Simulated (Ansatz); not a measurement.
System: AlHOS$_{2}$.

The calculation's input:

```
crystal:
  periodic: [false, false, false]
  atoms:
    - {symbol: Al, position_ang: [-1.204557, 2.001166, -0.551534]}
    - {symbol: O, position_ang: [-1.975239, 0.748038, 0.395700]}
    - {symbol: S, position_ang: [-0.655578, -0.305290, 0.604348]}
    - {symbol: S, position_ang: [0.691086, 0.918888, -0.497904]}
    - {symbol: H, position_ang: [-1.777537, 3.332357, -1.142195]}
basis:
  gaussian: {orbitals: def2-TZVPD}
hamiltonian: {xc: {name: PBE0}}
output: {forces: true, orbitals: {seedname: orbitals}}
```

Command:

```sh
ansatz run input.yaml --threads 1 --pin off --max-ram 2610MiB --events-out events.jsonl --progress --plain --runs-dir runs
```

Geometry: PBE0-D3(BJ)/pcseg-1.

Theory: Ansatz, isolated molecule in a Gaussian basis; Kohn-Sham density functional theory, functional PBE0.

Q: What can the converged electron density and electron localisation function tell about the bonding?

A: S–O (1.70 Å): ρ is about 1.3 e/Å³ halfway; the ELF peaks at about 0.80 between the atoms (a polar covalent bond).
Al–O (1.75 Å): ρ is about 0.84 e/Å³ halfway; the ELF peaks at about 0.90 in the valence shell of O, 0.6 Å from its nucleus, and is about 0.55 at the midpoint.
S–S (2.13 Å): ρ is about 0.9 e/Å³ halfway; the ELF peaks at about 0.80 between the atoms (a covalent bond).
Al–S (2.18 Å): the density is about 0.67 e/Å³ at the midpoint; the ELF peaks at about 0.90 in the valence shell of S, 1.0 Å from its nucleus, and is about 0.85 at the midpoint.

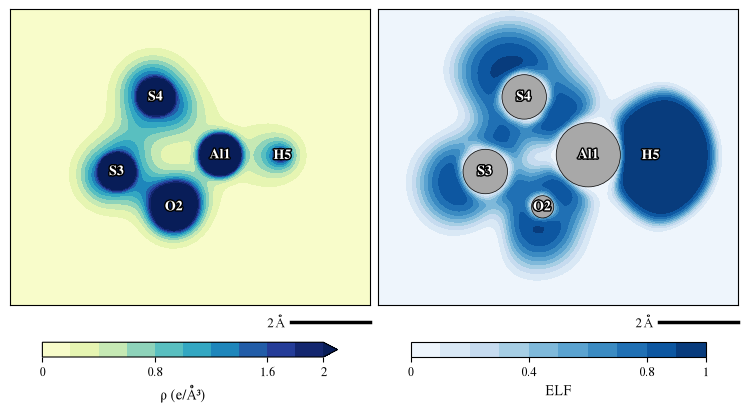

Computed electron density and electron localisation function on the molecular plane, in this order. Grey discs cover the atomic cores in the ELF map. 
